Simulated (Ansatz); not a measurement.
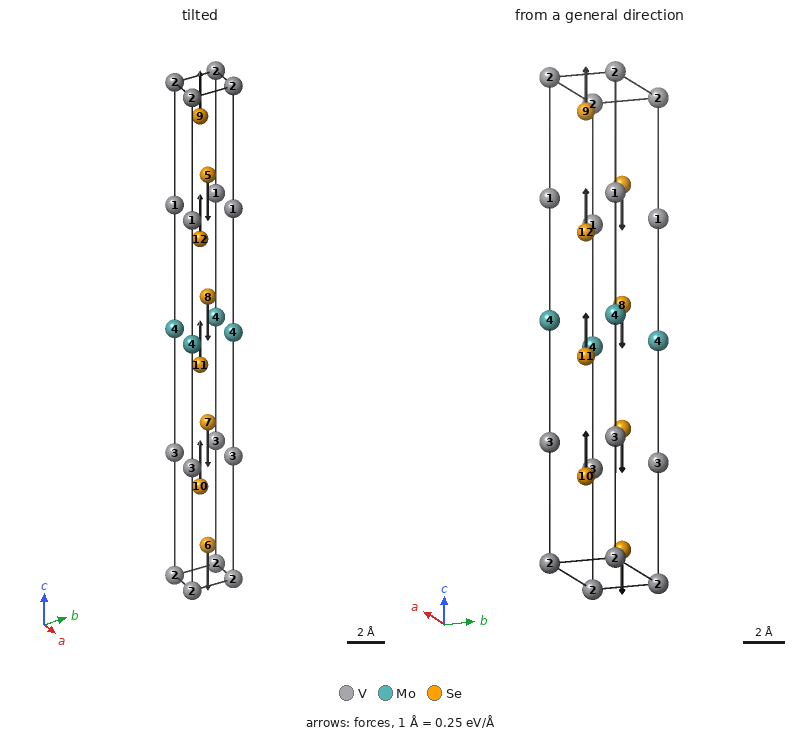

Structure drawing (spheres-only), viewed slightly off an axis and from a general direction. The wireframe shows the simulation cell. The arrows are the computed forces on the atoms.

System: V3MoSe8. Electronic-structure method: DFT LDA, scalar-relativistic, plane waves, PAW (Ansatz). Parameters: a cutoff energy of 420 eV, k-point mesh 12×12×2, Gaussian smearing of 0.1 eV, collinear spins.

**Is this an equilibrium geometry?**

No. The atoms still feel forces of up to about 0.56 eV/Å, far above a usual threshold of 0.01 to 0.03 eV/Å.

The structure was taken from a structure type filled with these elements by a generator (whether the compound takes this form wasn't checked). Earlier steps of the study may have refined or changed the cell and positions. It went into a calculation with Ansatz.
